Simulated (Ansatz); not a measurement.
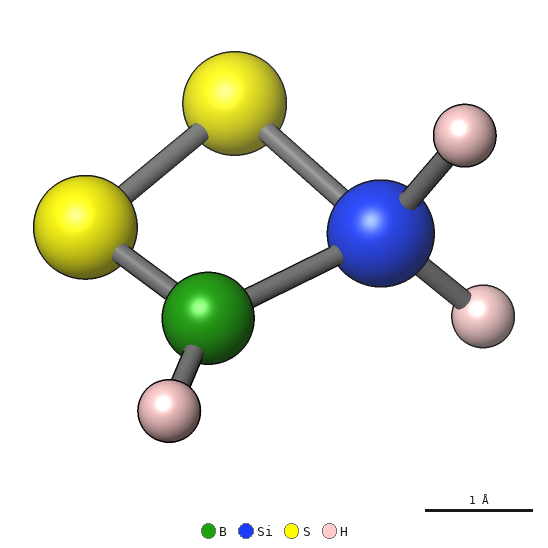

The structure as it stands in the input.

Input file:

```yaml
crystal:
  periodic: [false, false, false]
  atoms:
    - {symbol: B, position_ang: [-0.841916, 0.277172, -0.804893]}
    - {symbol: Si, position_ang: [0.642158, 0.308836, 0.510745]}
    - {symbol: S, position_ang: [0.364137, -1.854517, 0.665631]}
    - {symbol: S, position_ang: [-1.188225, -1.403391, -0.684584]}
    - {symbol: H, position_ang: [-1.567177, 0.972320, -1.420519]}
    - {symbol: H, position_ang: [0.562614, 1.027127, 1.785397]}
    - {symbol: H, position_ang: [2.016701, 0.585154, -0.104748]}
basis:
  gaussian: {orbitals: cc-pVDZ}
magnetization: {spin_polarized: true, initial_magnetization: 2}
hamiltonian: {xc: {name: RPBE}, dispersion: d3bjatm}
```

Command:

```sh
ansatz run in.yaml --threads 2 --pin off --events-out ev --progress --plain --max-ram 4352MiB
```

Result:

```
Functional definition: RPBE
  name "RPBE"
  cite "Hammer, Hansen & Nørskov, Phys. Rev. B 59, 7413 (1999) doi:10.1103/PhysRevB.59.7413"
  cite "Perdew, Burke & Ernzerhof, Phys. Rev. Lett. 77, 3865 (1996) doi:10.1103/PhysRevLett.77.3865"
  parameter kappa = 0.804
  parameter beta = 0.06672455060314922
  exchange = rpbe_x(kappa = kappa, mu = beta*pi^2/3)
  correlation = pbe_c(beta = beta)
1068 factors; their error is unknown
mean field evaluation 1: about -30261.4374 eV, gradient 3.1e1 eV
mean field evaluation 2: about -30205.7831 eV, gradient 8.3e1 eV
mean field evaluation 4: about -30267.1498 eV, gradient 1.4e1 eV
mean field evaluation 8: about -30268.5533 eV, gradient 6.9e-1 eV
mean field evaluation 16: about -30268.5153 eV, gradient 1.1e-1 eV
mean field evaluation 32: about -30266.3583 eV, gradient 1.2e1 eV
mean field evaluation 64: about -30266.4817 eV, gradient 2.0e0 eV
mean field -30268.51536901 eV, -1112.3474230746 hartree, gradient 9.5e-6 eV, S^2 2.004583; 8 other end points of the search recorded, 0 dependent functions left out
reference -30268.51540358 eV, -1112.3474243448 hartree; 28, 26 occupied and 55, 57 virtual orbitals, 1068 factors
Total energy: -30270.20904180 eV, -1112.4096644015 hartree
```

The run converged.

The spin state was imposed, and no run here compares it with a lower spin, which may lie lower.
